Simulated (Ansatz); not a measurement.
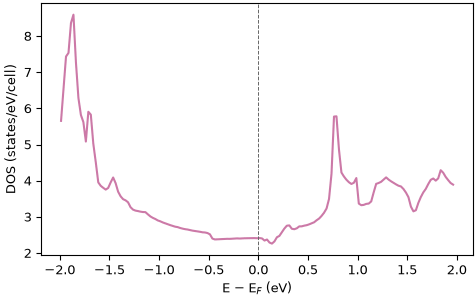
Fig. 1. Density of states of LiRh2Si2 (P4/mbm) near the Fermi level, Ansatz (an electronic-structure program) with PBEsol, rigid bands.

### Question
With 10 atoms a cell, what bare Sommerfeld coefficient γ = (π²/3) k_B² N(E_F) follows?

### Answer
N(E_F) ≈ 2.4 states/eV a cell at 300 K, so γ ≈ 0.57 mJ/(mol of atoms·K²), before electron-phonon enhancement.

### Question
How far does the Fermi level move in a rigid band for 0.1 electron a cell added or removed?

### Answer
42 meV and -42 meV.

A metal at this level (no band gap); rigid bands, thermally averaged at 300 K, both spins. Spin-orbit coupling is left out. Geometry: cell and atoms relaxed with PBEsol.

Computed structure, not matched to a measured one here, so possibly hypothetical: LiRh2Si2 (P4/mbm).
